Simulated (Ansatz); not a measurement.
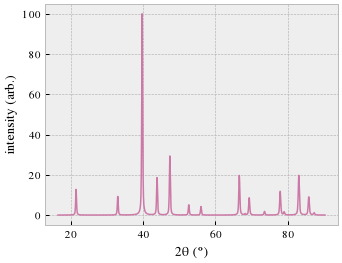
Figure: Simulated powder pattern, Cu Kα, λ = 1.54184 Å

The pattern belongs to a structure relaxed with the program Ansatz at the r²SCAN level (PAW).

Task: Which of these materials gives this?
A. MoPd, CsCl type
B. Ga2Pt, cubic Laves (MgCu2 type)
C. Si2Mo, Fddd (Si on 16f, Mo on 8a)
D. MoPt, L1₀ or tetragonal B2

Result: D, MoPt, L1₀ or tetragonal B2

Space group P4/mmm (L1₀ or tetragonal B2). The start of the workflow was typed in or built on a structure type; neither database checked (COD, Materials Project) lists it. Whether it is the stable phase at ambient conditions was not checked. The r²SCAN relaxation kept the symmetry of its start; its stability against distortions is not shown here. The run is not spin-polarised. Scalar-relativistic: spin–orbit coupling is off unless named, which matters more the heavier the elements.

Potentials: the earlier of the program's two PAW sets.
